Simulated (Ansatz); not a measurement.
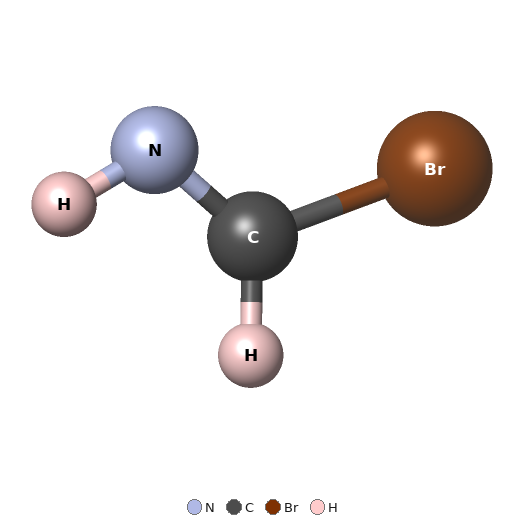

A ball-and-stick model of a molecule. Every bond is drawn as one stick, whatever its order.

Question: What is the molecular formula?

Answer: CH2BrN, 5 atoms: 1 carbon, 2 hydrogen, 1 bromine and 1 nitrogen.

Question: How many atoms are distinct by symmetry?

Answer: 5: 1 N, 1 C, 1 Br, 1 H, 1 H.

More results for the same structure follow; atom numbers are the same in all pictures, views and colours differ. The computed structure is the end point of a PBE0-D4/def2-TZVP optimisation.

### Shape

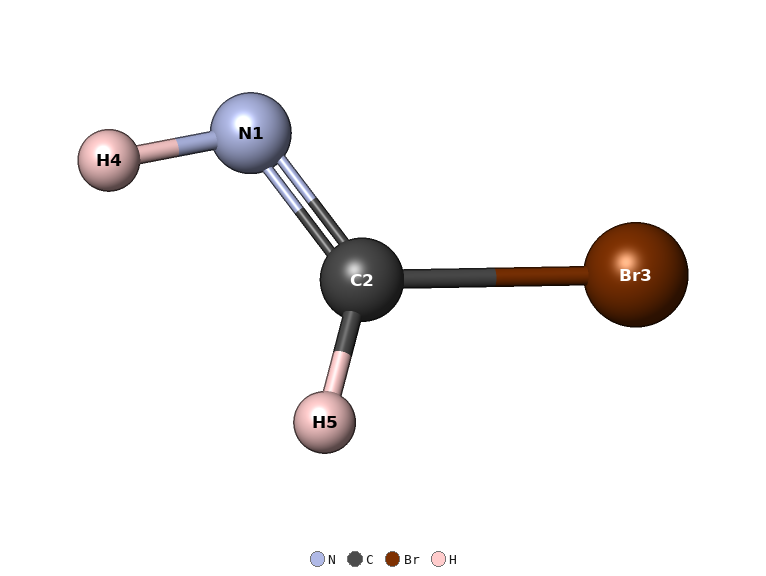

Atoms carry their numbers in the input.

Give the bond lengths.

```tsv
bond	length (Å)	order
N1–C2	1.245	double
N1–H4	1.020	single
C2–Br3	1.897	single
C2–H5	1.090	single
```

### Vibrations

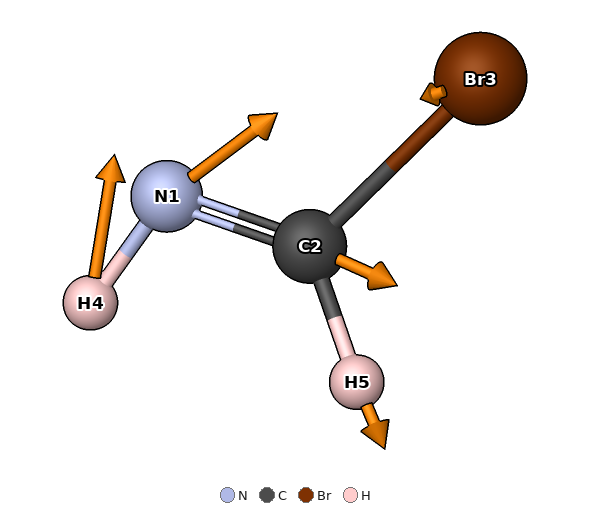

The arrows show one normal mode. Harmonic vibrations computed with RKS PBE0-D4/def2-TZVP (Ansatz 0.2.0) at a stationary point of the same level.

Question: At what wavenumber does it lie?

Answer: 392 cm⁻¹; it is mode 1 of 9 counted from the lowest.

### Levels of theory compared

Program: Ansatz 0.2.0.

Tabulate vertical IP (eV) at these levels: B2PLYP (frozen core)/def2-TZVPP; B3LYP-D4/def2-TZVPP; CCSD(T)/CBS (MP2 limit from def2-TZVPP and def2-QZVPP plus CCSD(T) − MP2); PBE-D4/def2-TZVPP; PBE0-D4/def2-TZVPP; r2SCAN-D4/def2-TZVPP; ωB97M-V/def2-TZVPP; ωB97X-V/def2-TZVPP.

| level | vertical IP (eV) |
| --- | --- |
| B2PLYP (frozen core)/def2-TZVPP | 10.78 |
| B3LYP-D4/def2-TZVPP | 10.71 |
| CCSD(T)/CBS (MP2 limit from def2-TZVPP and def2-QZVPP plus CCSD(T) − MP2) | 11.09 |
| PBE-D4/def2-TZVPP | 10.45 |
| PBE0-D4/def2-TZVPP | 10.70 |
| r2SCAN-D4/def2-TZVPP | 10.58 |
| ωB97M-V/def2-TZVPP | 10.77 |
| ωB97X-V/def2-TZVPP | 10.83 |

### Dipole moment

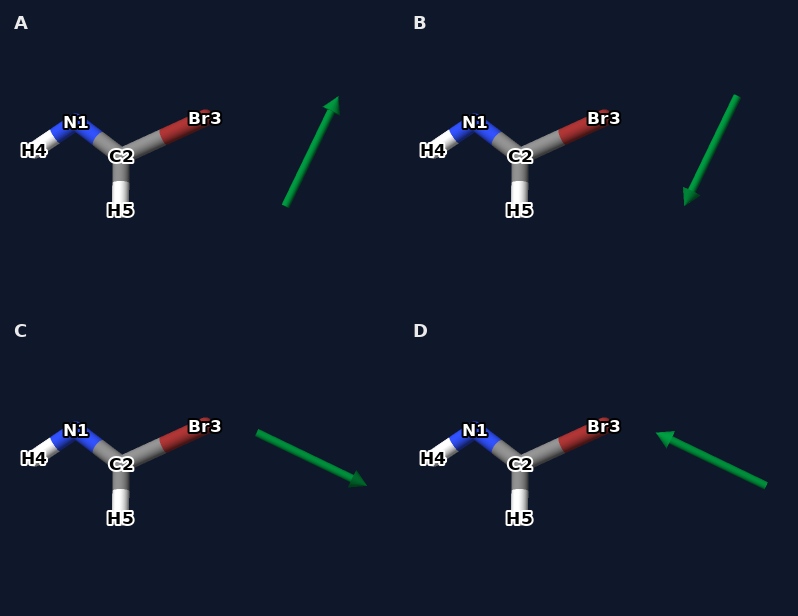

The same molecule four times, each with an arrow. Level of theory: RKS ωB97M-V/def2-TZVPP (Ansatz 0.2.0).

Question: Which arrow points along the dipole moment, from the negative to the positive end?

Answer: B. The dipole moment is 2.54 D; it points from the side of Br3 to the side of H5 (the outermost atoms at the two ends).
